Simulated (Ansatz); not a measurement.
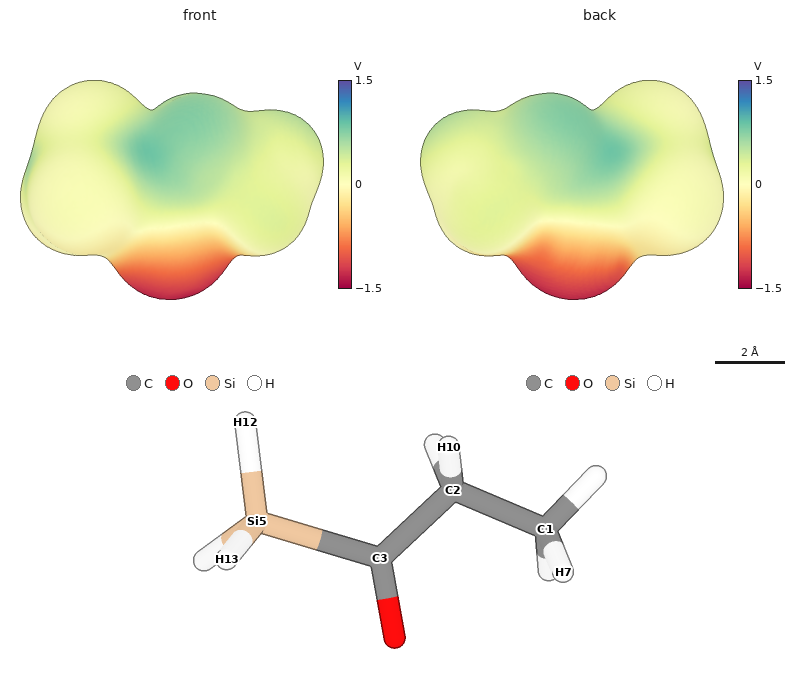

The picture shows: C3H8OSi. The electrostatic potential painted on the density surface at 0.001 e/bohr³, seen from the front and from behind; the colour scale runs from red (negative) to blue (positive). The bare structure is drawn below in the same view.

All numbers below come from RKS PBE-D4/def2-SVP in Ansatz 0.2.0.

| atom | x (Å) | y (Å) | z (Å) |
| --- | --- | --- | --- |
| C | -1.1913 | 1.4493 | -0.6532 |
| C | -0.3122 | 0.5422 | 0.1990 |
| C | 0.1803 | -0.7014 | -0.5211 |
| O | -0.1160 | -0.9513 | -1.6811 |
| Si | 1.3414 | -1.9848 | 0.3964 |
| H | -1.5289 | 2.3345 | -0.0798 |
| H | -0.6443 | 1.8020 | -1.5497 |
| H | -2.0857 | 0.9054 | -1.0159 |
| H | -0.8333 | 0.1952 | 1.1226 |
| H | 0.5898 | 1.0709 | 0.5883 |
| H | 0.6703 | -3.3279 | 0.3368 |
| H | 1.6199 | -1.6251 | 1.8339 |
| H | 2.6376 | -2.0401 | -0.3625 |

**Where is the surface potential most negative and most positive?**

The most negative region (about −1.3 V) lies over O4, the most positive (about +0.8 V) over Si5 and H10. O4 is the likeliest acceptor of a hydrogen bond.
